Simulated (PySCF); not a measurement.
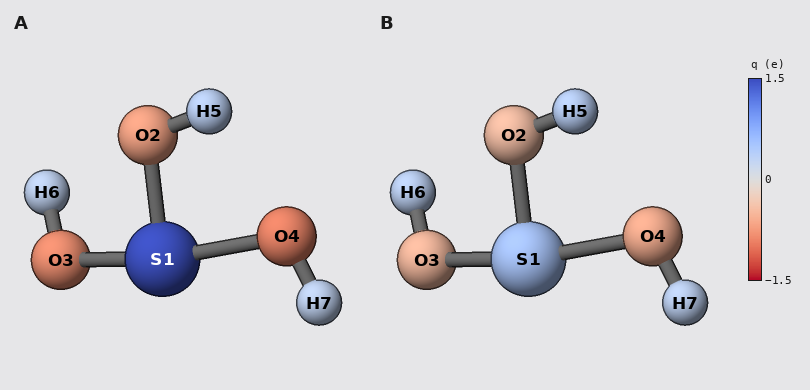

Atomic charges of one calculation by 2 schemes, on one colour scale. Charge 0, doublet. The geometry was computed by an optimisation with PBE0/def2-TZVP. Level of theory: PBE0/def2-TZVP (PySCF 2.14.0).

The schemes are Mulliken, atomic polar tensor. Which panel shows which?

Answer. A atomic polar tensor, B Mulliken.

List the charges (e), one line for each set of equivalent atoms.

| atom | atomic polar tensor | Mulliken |
| --- | --- | --- |
| S1 | 1.44 | 0.48 |
| O2 | −0.65 | −0.42 |
| O3 | −0.80 | −0.46 |
| O4 | −0.87 | −0.57 |
| H5 | 0.32 | 0.35 |
| H6 | 0.27 | 0.32 |
| H7 | 0.27 | 0.30 |
